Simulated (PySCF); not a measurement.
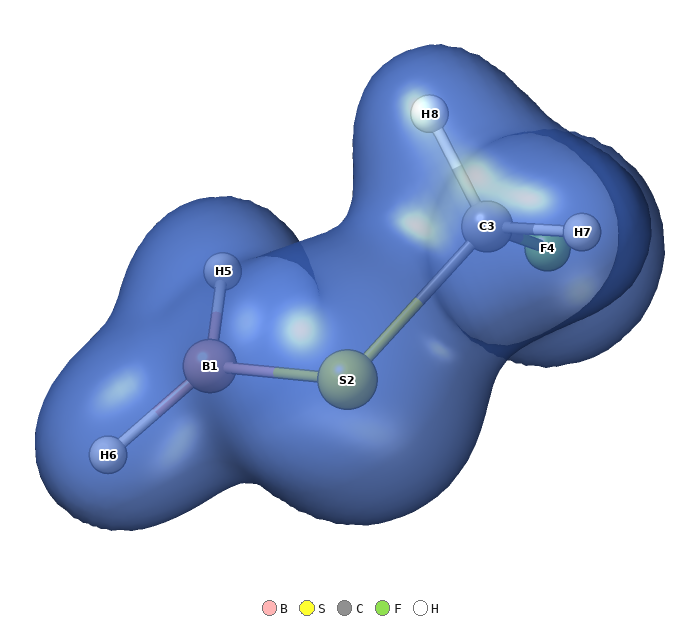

*CH4BFS (SMILES BSCF). Isosurface of the electron density at 0.2 e/Å³ (blue), seen at an oblique angle.*

Geometry: GFN2-xTB.

Level of theory: PySCF 2.14.0, wB97X-D/def2-SVPD, SCF density, gas phase.

```xyz
8

B     1.5013    0.4770    0.3547
S     0.5293   -0.7675    1.1082
C    -1.1434   -0.4653    0.4106
F    -1.5723    0.7941    0.6786
H     1.0195    1.2124   -0.4105
H     2.6255    0.5160    0.6588
H    -1.8321   -1.1681    0.8844
H    -1.1188   -0.5892   -0.6744
```

How is the density connected at this value?

At this value the surface is in one piece. It bridges the sampled C–F (1.36 Å), B–S (1.75 Å), C–S (1.84 Å) and C–H (1.09 Å) contacts, where the density stays above the isovalue. On the grid the lowest density along these lines, outside the cores, is 1.7 e/Å³ (C–F, 1.36 Å), 1.1 e/Å³ (B–S, 1.75 Å), 1.2 e/Å³ (C–S, 1.84 Å) and 1.9 e/Å³ (C–H, 1.09 Å).
